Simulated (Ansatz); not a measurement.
## Fields on a plane of Re (hcp, Mg type)

```
CELL_PARAMETERS angstrom
      2.75770     0.00000     0.00000
     -1.37885     2.38824     0.00000
      0.00000     0.00000     4.46255
ATOMIC_POSITIONS crystal
  Re 0.33333 0.66667 0.75000
  Re 0.66667 0.33333 0.25000
```

The slice is a (0001) plane (indices of the conventional cell) through the point (0.667, 0.333, 0.250) (fractional), spanned by u = [110] and v = [1 -1 0] in vectors of this cell: u (2.76 Å) and v (4.78 Å, at 90° to u). It covers one period; positions are fractions (u, v).

Atoms on it: Re at (0.00, 0.00); Re at (0.50, 0.50).

Level of theory: r2SCAN (plane waves to 500 eV, PAW, scalar-relativistic; Ansatz, a quantum-chemistry and plane-wave program). k mesh 19×19×11. Near the nuclei the fields are pseudised (PAW); where an atom keeps semicore shells as valence, they peak there. Re is run without spin polarisation. Re was relaxed with its symmetry unable to fall. Spin-orbit coupling is left out, though Re is heavy. The PAW data are Ansatz's earlier set.

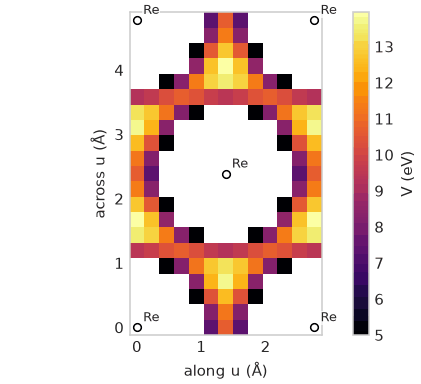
Figure: Electrostatic potential energy of an electron, from the cell's mean, in eV, one period of the plane, atoms marked. Points within 1 Å of a nucleus are left white, as the pseudised field means little there. Values under 5 eV are set to 5. The zero, the cell's mean, hangs on the PAW cores.

```
|xxxx@@##....--....##@@xx|
|xx@@%%==  ::==::  ==%%@@|
|##**--....==++==....--**|
|      ..--==++==--..    |
|    ::--::::..::::--::  |
|::::::..  ......  ..::::|
|--::    --**##**--    ::|
|::    --%%@@xx@@%%--    |
|::  ..**@@xxxxxx@@**..  |
|--..::%%xxxxxxxxxx%%::..|
|--....##@@xxxxxx@@##....|
|==::  ==%%@@xx@@%%==  ::|
|++==....--**##**--....==|
|++==--..          ..--==|
|..::::--::      ::--::::|
|....  ..::::::::::..  ..|
|##**--    ::--::    --**|
|xx@@%%--    ::    --%%@@|
|xxxx@@**..  ::  ..**@@xx|
|xxxxxx%%::..--..::%%xxxx|
```
Scale: ten equal steps from 0.22 (start of ' ') to 0.73 (end of '@'), in the order ' .:-=+*#%@'. Values: electron localisation function (ELF). The map has 12 points along u (two characters each, u = 0 at the left) and 20 along v (v = 0 in the bottom row). Points within 0.5 Å of a nucleus are blanked (x), as the pseudised field means little there.

Density on the Re–Re line (2.76 Å) at its midpoint: 0.42 e/Å³
ELF at that point: 0.38
